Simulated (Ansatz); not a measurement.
# One shape, several levels: BH2F (SMILES [H]B([H])F)

Aim: a comparison of 6 runs (UHF/STO-3G, BLYP/STO-3G, r2SCAN/STO-3G, revPBE/STO-3G, UMP2/STO-3G, CCSDT(Q)/STO-3G) of BH2F. 

The calculation is run with Ansatz 0.2.0.

56 further runs of the same task are left out: 2 that didn't finish, 54 set aside as unsound or not needed.

### Step 1. The structure to begin with

The species is BH2F (4 atoms), meant as a singlet with charge 0. SMILES: `[H]B([H])F`. The F4–B1 distance was set to 1.959 Å, away from the relaxed value.

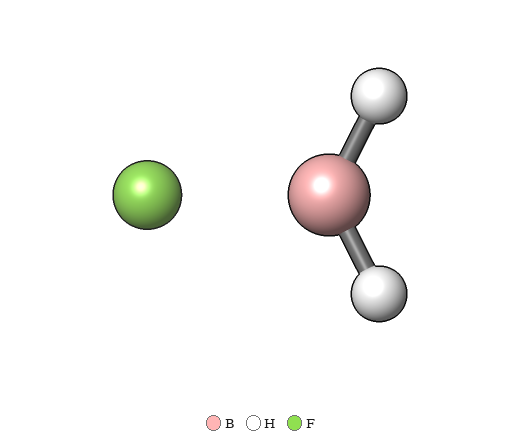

The structure, seen from a chosen angle (boron pink, hydrogen white, fluorine green).

### Step 2. A single-point energy at UHF/STO-3G (run 1)

in.yaml

```yaml
crystal:
  periodic: [false, false, false]
  atoms:
    - {symbol: B, position_ang: [0.370062, 0.606511, -0.000715]}
    - {symbol: H, position_ang: [1.538492, 0.523341, 0.014315]}
    - {symbol: H, position_ang: [-0.238198, 1.607491, -0.020765]}
    - {symbol: F, position_ang: [-0.650140, -1.065400, 0.003230]}
basis:
  gaussian: {orbitals: STO-3G}
magnetization: {spin_polarized: true, initial_magnetization: 0}
hamiltonian: {xc: hf}
accuracy: high
```

The run is started by

```bash
$ ansatz run in.yaml --threads 1 --pin off --max-ram 2610MiB --events-out events.jsonl --progress --plain --runs-dir runs
```

Log:

```text
Warning: RAYON_NUM_THREADS=1 ignored (pool sized by the plan → 1); use --threads N
Functional definition: HF
  name "HF"
  exchange = exact_x
  correlation = 0
186 factors; integrals over basis functions are off by at most 2.8e-8 eV
mean field evaluation 1: about -3352.9790 eV, gradient 1.8e1 eV
mean field evaluation 2: about -3352.9872 eV, gradient 1.8e1 eV
mean field evaluation 4: about -3358.0207 eV, gradient 2.8e0 eV
mean field evaluation 8: about -3358.2315 eV, gradient 5.5e-5 eV
mean field evaluation 16: about -3358.5110 eV, gradient 1.7e0 eV
mean field evaluation 32: about -3354.1917 eV, gradient 1.6e1 eV
mean field evaluation 64: about -3357.5253 eV, gradient 5.9e0 eV
mean field evaluation 96: about -3357.2735 eV, gradient 1.0e0 eV
mean field evaluation 128: about -3358.2170 eV, gradient 4.8e-8 eV
mean field -3358.82656813 eV, -123.4345996842 hartree, gradient 1.7e-8 eV, S^2 0.532620; 4 other end points of the search recorded, 0 dependent functions left out
reference -3358.82656813 eV, -123.4345996842 hartree; 8, 8 occupied and 4, 4 virtual orbitals, 186 factors
Total energy: -3358.82656813 eV, -123.4345996842 hartree
```

Run time: 0.1 s. Hardware: 1 thread of Intel Xeon Platinum 8488C (Sapphire Rapids), shared host.

### Step 3. The energy at BLYP/STO-3G (run 2)

molecule.yaml

```yaml
basis:
  gaussian:
    orbitals: STO-3G
crystal:
  periodic: [false, false, false]
  atoms:
    - symbol: B
      position_ang: [0.370062, 0.606511, -0.000715]
    - symbol: H
      position_ang: [1.538492, 0.523341, 0.014315]
    - symbol: H
      position_ang: [-0.238198, 1.607491, -0.020765]
    - symbol: F
      position_ang: [-0.650140, -1.065400, 0.003230]
total_charge: 0
hamiltonian:
  xc: {name: BLYP}
accuracy: high
```

The run is started by

```bash
$ ansatz run molecule.yaml --threads 1 --pin off --max-ram 2610MiB --events-out events.jsonl --progress --plain --runs-dir runs
```

Log:

```text
Warning: RAYON_NUM_THREADS=1 ignored (pool sized by the plan → 1); use --threads N
Functional definition: BLYP
  name "BLYP"
  parameter beta = 0.0042
  parameter a = 0.04918
  parameter b = 0.132
  parameter c = 0.2533
  parameter d = 0.349
  exchange = b88_x(beta = beta)
  correlation = lyp_c(a = a, b = b, c = c, d = d)
186 factors; integrals over basis functions are off by at most 2.8e-8 eV
mean field evaluation 1: about -3372.0220 eV, gradient 1.8e1 eV
mean field evaluation 2: about -3291.0812 eV, gradient 1.2e2 eV
mean field evaluation 4: about -3372.9853 eV, gradient 8.9e0 eV
mean field evaluation 8: about -3373.3194 eV, gradient 2.6e-1 eV
mean field evaluation 16: about -3373.2414 eV, gradient 2.4e-5 eV
mean field -3373.24137889 eV, -123.9643342090 hartree, gradient 3.1e-8 eV, S^2 0.000000; 0 other end points of the search recorded, 0 dependent functions left out
reference -3373.24140738 eV, -123.9643352560 hartree; 8, 8 occupied and 4, 4 virtual orbitals, 186 factors
Total energy: -3373.24140738 eV, -123.9643352560 hartree
```

It took 0.36 s on 1 thread of Intel Xeon Platinum 8488C (Sapphire Rapids), shared host.

Runs 3 to 5 aren't shown in full; the table further down has their settings and results.

### Step 4. A single-point energy at CCSDT(Q)/STO-3G (run 6)

Changes to molecule.yaml since step 3:

```diff
@@ -1,4 +1 @@
-basis:
-  gaussian:
-    orbitals: STO-3G
 crystal:
@@ -14,5 +11,6 @@
       position_ang: [-0.650140, -1.065400, 0.003230]
-total_charge: 0
-hamiltonian:
-  xc: {name: BLYP}
+basis:
+  gaussian: {orbitals: STO-3G}
+correlation: {method: ccsdt_q, frozen_orbitals: {B: 1, F: 1, H: 0}}
 accuracy: high
+scf: {omitted_lower_state_checks: [cluster_reference, increment]}
```

The run is started by

```bash
$ ansatz run molecule.yaml --threads 1 --pin off --max-ram 2610MiB --events-out events.jsonl --progress --plain --runs-dir runs
```

Log, cut to the lines that bear on the results:

```text
Warning: RAYON_NUM_THREADS=1 ignored (pool sized by the plan → 1); use --threads N
Functional definition: HF
  name "HF"
[...]
186 factors; integrals over basis functions are off by at most 2.8e-8 eV
[...]
mean field -3358.21696254 eV, -123.4121970922 hartree, gradient 1.4e-8 eV, S^2 0.000000; 0 other end points of the search recorded, 0 dependent functions left out; unrestricted orbitals would lower it
2 core orbitals not correlated: weight in the atoms' cores, before any rotation towards them, 1.000 or more for the frozen orbitals, at most 0.000 for the correlated occupied ones
reference -3358.21696254 eV, -123.4121970922 hartree; 6, 6 occupied and 4, 4 virtual orbitals, 186 factors
second order -2.03546256 eV of doubles, -0.00000000 eV of singles
cycle   1  -2.58470606 eV  change   -5.5e-1 eV  update   1.2e-1
[...]
cycle  39  -3.24139551 eV  change   5.4e-10 eV  update  5.3e-10
perturbative correction -0.01944142 eV, -0.0007144591 hartree
Total energy: -3361.47779947 eV, -123.5320306390 hartree
Checks for a lower state left out: cluster_reference, increment
```

Wall time 0.2 s (1 thread of Intel Xeon Platinum 8488C (Sapphire Rapids), shared host).

### Step 5. All runs side by side

| run | level | frozen core orbitals | energy (Eh) | wall time |
| --- | --- | --- | --- | --- |
| 1 | UHF/STO-3G | – | -123.434600 | 0.1 s |
| 2 | BLYP/STO-3G | – | -123.964335 | 0.36 s |
| 3 | r2SCAN/STO-3G | – | -123.954588 | 0.78 s |
| 4 | revPBE/STO-3G | – | -123.979871 | 0.36 s |
| 5 | UMP2/STO-3G | 2 | -123.469817 | 0.16 s |
| 6 | CCSDT(Q)/STO-3G | 2 | -123.532031 | 0.2 s |

### Step 6. What came out

| quantity | value |
| --- | --- |
| run 6: total energy | -123.53203 Eh |
| run 6: correlation energy (2 core orbitals frozen) | -119.8 mEh |
| run 6: T1 diagnostic | 0.035 |

What this shows: Below the UHF energy at the same shape and in the same basis (STO-3G): UMP2 -35.2 mEh; CCSDT(Q) -97.4 mEh. Some of these start from another determinant than that one, so these aren't their correlation energies. Totals of different functionals can't be ranked against each other. In run 6 the log says that unrestricted orbitals would lower the reference, so the values rest on an unstable closed-shell determinant (other closed-shell runs at this shape may share the fault). In runs 1, 2, 3, 4, 5, 6 the basis is minimal, so the values are rough. Spin contamination of the reference: run 1 ⟨S²⟩ = 0.53, run 5 ⟨S²⟩ = 0.53. All runs together took 2 s, the longest 0.78 s.
